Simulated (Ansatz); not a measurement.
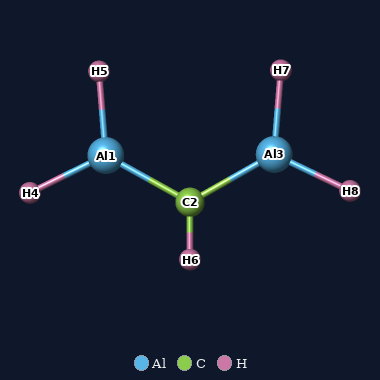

The system is CH5Al2, SMILES [AlH2][CH-][AlH2], charge −1; the picture shows the reference structure. Coordinates scanned: (1) bond length C2–Al3; (2) bond length Al3–H8. Nothing is relaxed (all other coordinates rigid). The scan uses a 15 × 15 grid. Energies are in kJ/mol, from the lowest grid point. Computed with RKS PBE0-D4/def2-SVPD in Ansatz.

Its coordinates:

```
atom    x (Å)    y (Å)    z (Å)
  Al  -0.9858   0.8347  -1.0023
   C  -0.4974  -0.0101   0.5868
  Al   1.1644  -0.8309   0.7918
   H  -2.4140   1.5754  -1.2713
   H  -0.0278   0.9243  -2.3060
   H  -1.2107  -0.0253   1.4275
   H   2.2959  -0.8758  -0.3672
   H   1.6754  -1.5924   2.1407
```

Range: bond length C2–Al3 from 1.566 to 2.424 Å; bond length Al3–H8 from 1.435 to 2.039 Å.

What landscape does the calculation give?

The lowest grid point is at bond length C2–Al3 = 1.873 Å, bond length Al3–H8 = 1.651 Å. No other kind of well shows on this grid. The highest grid point, bond length C2–Al3 = 2.424 Å, bond length Al3–H8 = 2.039 Å, lies 208 kJ/mol above the lowest. Round the minimum the two coordinates are nearly uncoupled.

```
bond length Al3–H8 ↓, bond length C2–Al3 →  1.566  1.628  1.689  1.750  1.811  1.873  1.934  1.995  2.057  2.118  2.179  2.240  2.302  2.363  2.424
                                     2.039    185    126     87     64     52     50     56     66     81     99    118    140    162    185    208
                                     1.996    177    118     79     56     45     42     47     58     73     90    110    131    154    176    199
                                     1.953    170    111     72     49     37     35     40     50     65     82    102    123    145    168    191
                                     1.910    164    104     65     42     30     28     33     43     58     75     95    115    138    160    183
                                     1.867    158     98     59     35     24     21     26     36     51     68     88    108    131    153    176
                                     1.823    152     92     53     29     17     15     20     30     44     62     81    102    124    146    169
                                     1.780    148     87     48     24     12      9     14     24     39     56     75     96    118    140    163
                                     1.737    144     83     44     20      8      5      9     19     34     51     70     91    113    136    158
                                     1.694    142     81     41     17      5      2      6     16     30     47     67     88    110    132    154
                                     1.651    141     80     40     15      3      0      4     14     28     45     65     85    107    130    152
                                     1.608    142     80     40     16      3      0      4     14     28     45     64     85    107    129    151
                                     1.565    145     83     43     18      6      2      6     16     30     47     66     87    108    131    153
                                     1.522    150     89     48     23     10      7     11     21     34     51     70     91    113    135    157
                                     1.479    159     97     57     31     18     15     19     28     42     59     78     98    120    142    164
                                     1.435    172    110     69     43     30     27     30     40     53     70     89    109    131    153    175
```

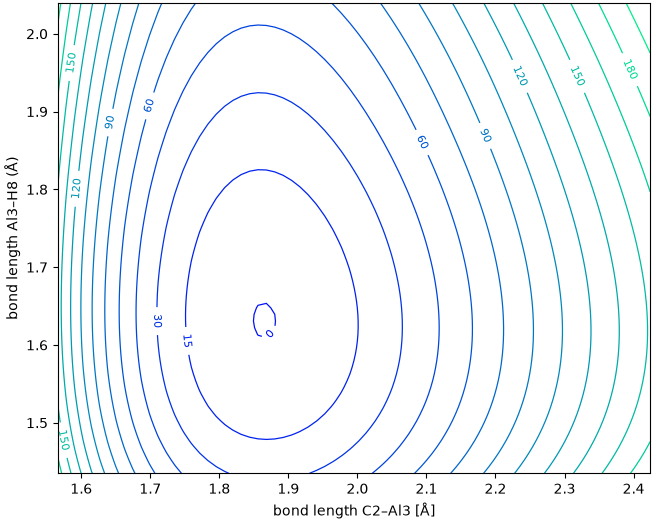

The picture shows contour lines labelled in kJ/mol. Between grid points the surface is interpolated.

Each point was launched as `ansatz run input.yaml --threads 1 --pin off --max-ram 2560MiB --backend cpu --events-out ev --progress --plain --runs-dir out`. Time for the 225 points that were run: 10 min on 1 thread of Intel(R) Xeon(R) 6975P-C (Granite Rapids), on a shared host.
